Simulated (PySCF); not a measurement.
# Cl3Ga: what the fields show

```yaml
atoms:
  - { symbol: Cl, position_ang: [-0.7407, 1.9783, -0.0147] }
  - { symbol: Ga, position_ang: [0.0089, -0.0036, -0.0133] }
  - { symbol: Cl, position_ang: [2.1019, -0.3420, 0.0312] }
  - { symbol: Cl, position_ang: [-1.3559, -1.6250, -0.0525] }
```

Geometry: PBE0-D3(BJ)/def2-SVP.

These are results of DFT single point, gas phase, functional PBE0 in PySCF 2.14.0, density-fitted response routines, not measurements.

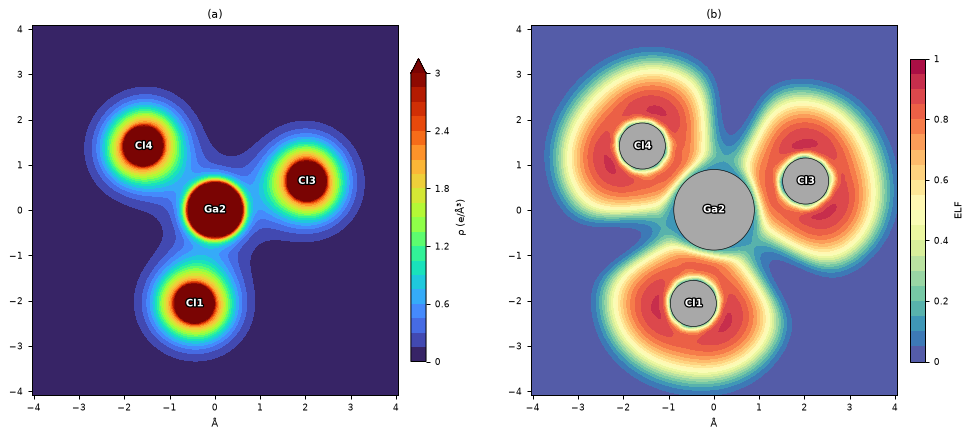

Figure 1. (a) electron density; (b) electron localisation function on the molecular plane. Grey discs cover the atomic cores in the ELF map.

> Interpret the plot.

The section cuts through Cl and Ga sites.
Ga–Cl (2.12 Å): ρ is about 0.77 e/Å³ halfway; the ELF peaks at about 0.80 in the valence shell of Cl, 0.8 Å from its nucleus, and is about 0.60 at the midpoint.
The ELF also peaks beside Cl1, Cl3 and Cl4, away from the bonds: lone-pair regions.

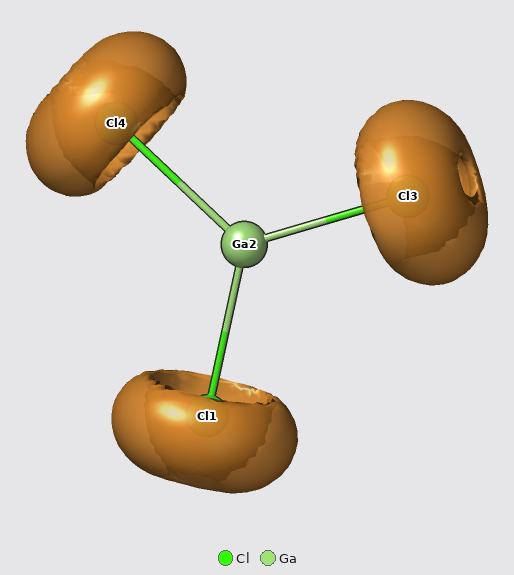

Figure 2. Isosurface of the electron localisation function at 0.85 (orange), seen at a tilt. Only the valence region is drawn (cores and ρ < 0.01 e/Å³ removed).

> Describe the localisation domains.

The surface consists of three rings or bowls of non-bonding electrons around Cl.

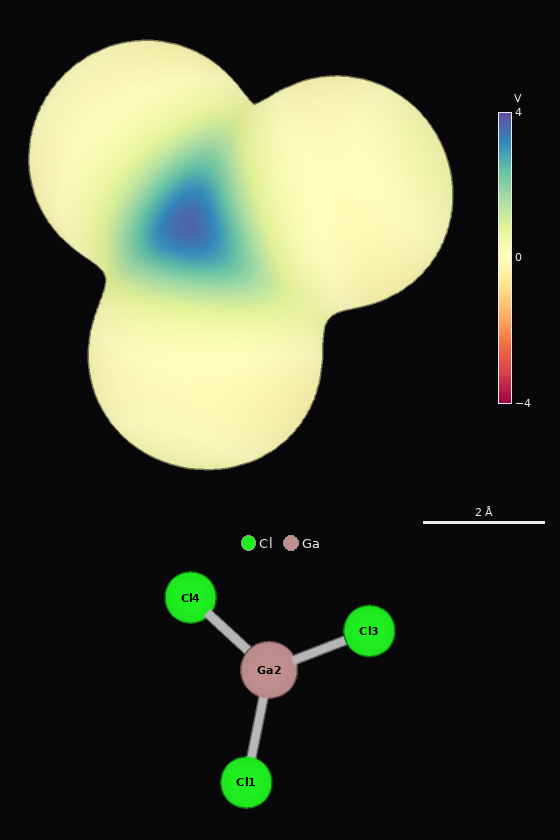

Figure 3. The electrostatic potential painted on the density surface at 0.002 e/bohr³, seen at a tilt; red is negative and blue positive. The bare structure is drawn below in the same view.

> Describe the electrostatic potential map.

The most negative region (about −0.2 V) lies over Cl1, Cl3 and Cl4, the most positive (about +3.5 V, or +81 kcal/mol for a unit charge) over Ga2. Cl1 shows a σ-hole: about +0.3 V, or +7 kcal/mol for a unit charge at the tip opposite its bond, against about −0.1 V on its flanks. Cl3 shows a σ-hole: about +0.3 V, or +7 kcal/mol for a unit charge at the tip opposite its bond, against about −0.1 V on its flanks.
